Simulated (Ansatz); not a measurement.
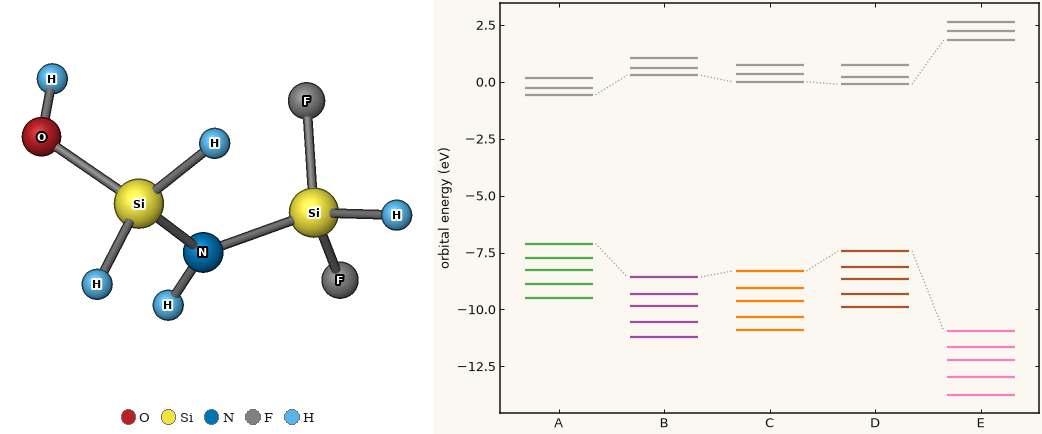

Frontier orbital energies of Si₂NH₅OF₂, SMILES O[SiH2]N[SiH](F)F at one geometry, def2-TZVPP, the Ansatz code, at a PBE0-D4/def2-TZVP geometry (no frequency check). Empty levels are grey, levels within 0.1 eV stand side by side; all columns show the same few orbitals around the gap. Dotted lines join the HOMOs and the LUMOs.

The columns come from B3LYP, PBE, PBE0, r2SCAN and ωB97M-V. Which is which?

A: PBE (HOMO −7.10, LUMO −0.57, separation 6.54 eV)
B: PBE0 (HOMO −8.57, LUMO 0.29, separation 8.86 eV)
C: B3LYP (HOMO −8.31, LUMO 0.00, separation 8.31 eV)
D: r2SCAN (HOMO −7.43, LUMO −0.10, separation 7.34 eV)
E: ωB97M-V (HOMO −10.93, LUMO 1.84, separation 12.77 eV)

Caveats, for all or some of the runs: empty levels above zero depend strongly on the basis; one conformer of a flexible molecule.
